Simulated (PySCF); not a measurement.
# C₃H₇FO, SMILES `CCOCF`: electronic structure

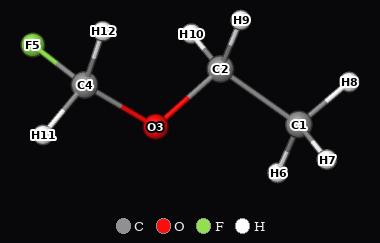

The molecule, with its atoms numbered as below. No frequency check shows the geometry to be a minimum.

Geometry (Å), atoms numbered from 1:

```
C1       2.2835   -0.0554    0.1591
C2       0.8799   -0.3483   -0.3384
O3      -0.0114    0.5990    0.2483
C4      -1.2929    0.5219   -0.1961
F5      -1.9081   -0.6441    0.2180
H6       2.3157   -0.1370    1.2415
H7       2.5741    0.9531   -0.1212
H8       2.9827   -0.7642   -0.2749
H9       0.8282   -0.2605   -1.4337
H10      0.5736   -1.3632   -0.0555
H11     -1.8571    1.3503    0.2454
H12     -1.3751    0.5171   -1.2980
```

## 1. Bonding charge

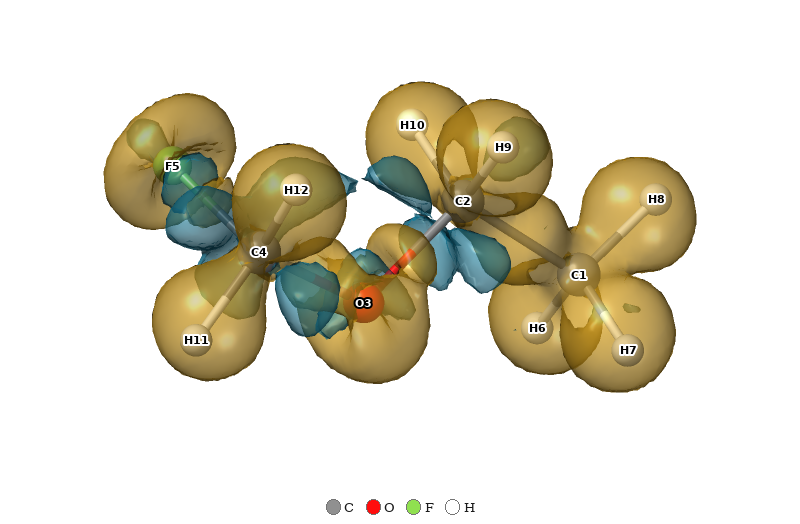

Deformation density (molecule less spherical, spin-averaged free atoms at the same positions), surfaces at ±0.1 e/Å³; yellow: gain, teal: loss.

PySCF calculation, M06-2X/aug-cc-pVDZ, gas phase; geometry: GFN2-xTB.

Q: Describe the bonding that the map shows.

A: The five largest and four smallest: C4–H11: +0.83 e/Å³ at the bond critical point (bond length 1.09 Å). C4–H12: +0.80 e/Å³ at the bond critical point (bond length 1.10 Å). C2–H10: +0.75 e/Å³ at the bond critical point (bond length 1.10 Å). C2–H9: +0.73 e/Å³ at the bond critical point (bond length 1.10 Å). C1–H6: +0.70 e/Å³ at the bond critical point (bond length 1.09 Å). C1–C2: +0.48 e/Å³ at the bond critical point (bond length 1.52 Å). O3–C4: +0.21 e/Å³ at the bond critical point (bond length 1.36 Å). C2–O3: +0.03 e/Å³ at the bond critical point (bond length 1.43 Å); up to 0.6 Å beside the axis the gain reaches +0.30 e/Å³. C4–F5: −0.09 e/Å³ at the bond critical point (bond length 1.38 Å); up to 0.6 Å beside the axis the gain reaches +0.19 e/Å³. In all, 2.8 electrons gather in the regions of gain relative to the promolecule. A small or negative value marks a very polar bond, one between electron-rich atoms, whose free-atom densities already overlap strongly, a long bond to a heavier atom, or a closed-shell contact such as a hydrogen bond.

Q: Where do the Hirshfeld charges lie?

A: The highest Hirshfeld charge is on C4 (+0.09 e), the lowest on O3 (−0.15 e).

## 2. Bond critical points

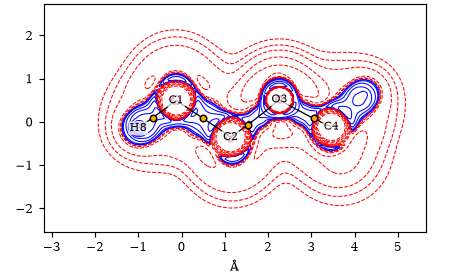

Negative Laplacian of the density (−∇²ρ) in the plane of C1, C2, O3, C4 and H8 (solid blue lines positive, dashed red lines negative, contours at ±0.02 to ±8 a.u.), with bond paths and bond critical points (dots).

Q: At which bond critical points in this plane is charge locally concentrated, and at which depleted?

A: Concentrated (∇²ρ < 0): O3–C4 (−0.52 a.u.); C1–H8 (−0.98 a.u.); C1–C2 (−0.56 a.u.); C2–O3 (−0.39 a.u.). At none is it depleted.

Q: Where along O3–C4 does the critical point lie?

A: 0.90 Å from O3 and 0.46 Å from C4.

## 3. Local ionisation energy

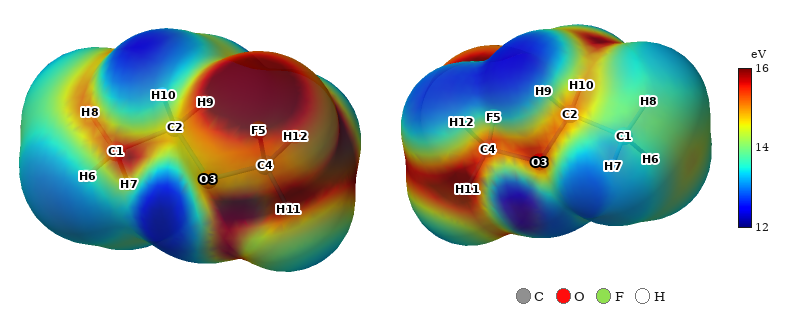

Average local ionisation energy on the surface of electron density 0.001 a.u. (back view left, front view right).

Q: Locate the minima of the map.

A: The lowest value is 12.1 eV, 1.8 Å from O3. Further minima include 12.5 eV, 1.4 Å from H9. For comparison, the highest occupied orbital lies at −9.9 eV.

## 4. Excited states

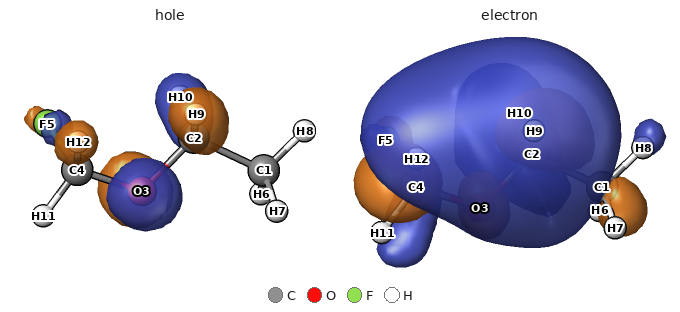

Leading natural transition orbital pair of T₁ (TDA triplet states); the surfaces enclose about 70 % of each orbital's density.

Computed with PySCF, ωB97X/6-311G**, geometry: GFN2-xTB. Without diffuse functions Rydberg states are missing, so the states' numbers hold for this basis only.

Q: Where does the state lie, and where do hole and electron sit?

A: 8.87 eV (140 nm), spin-forbidden from the singlet ground state; the leading pair carries 96 %; hole on O3 (49 %), C2 (14 %) and H9 (8 %), electron on H9 (23 %), C2 (18 %) and H12 (18 %); their centroids lie 1.0 Å apart. In canonical orbitals it is mainly HOMO → LUMO (75 %). The HOMO–LUMO gap is 14.34 eV.

## 5. Stretching a bond

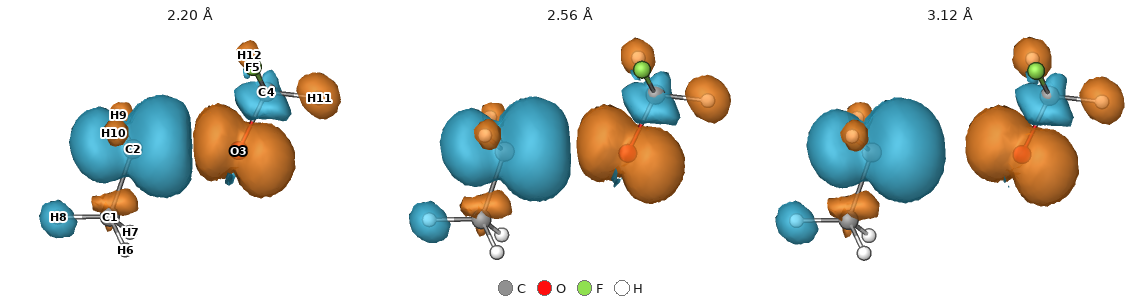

Rigid stretch of the C2–O3 bond. Broken-symmetry UHF spin density at ±0.03 e/Å³ (light blue: α, orange: β).

Level of theory: 6-31G* basis (PySCF), at a geometry from GFN2-xTB.

Q: How does the broken-symmetry solution share the spin, and how far is it from a pure singlet?

A: At 3.12 Å excess α spin lies mostly on C2 and excess β on O3; the two could be swapped at no cost. ⟨S²⟩ is 0.77 at 2.20 Å, 0.95 at 2.56 Å and 1.01 at 3.12 Å, against 0 for a pure singlet and 1 for an equal mix of singlet and triplet.

Q: Where does the UHF solution part from RHF?

A: Between 1.70 Å (⟨S²⟩ = 0, the two coincide) and 1.92 Å (⟨S²⟩ = 0.21); at 3.98 Å ⟨S²⟩ is 1.02 and UHF lies 5.4 eV below RHF.

Q: How much energy does the stretch cost?

A: By CASSCF, 3.5 eV from the lowest point of the scan (1.42 Å) to 3.98 Å; RHF gives 8.0 eV from its own lowest point. The fragments aren't relaxed and dynamic correlation is missing, so this isn't a bond dissociation energy.

The PySCF runs shown took 54 s, 7.7 min and 4.8 min on 1 thread of Arm Neoverse V2, with other jobs on the host.
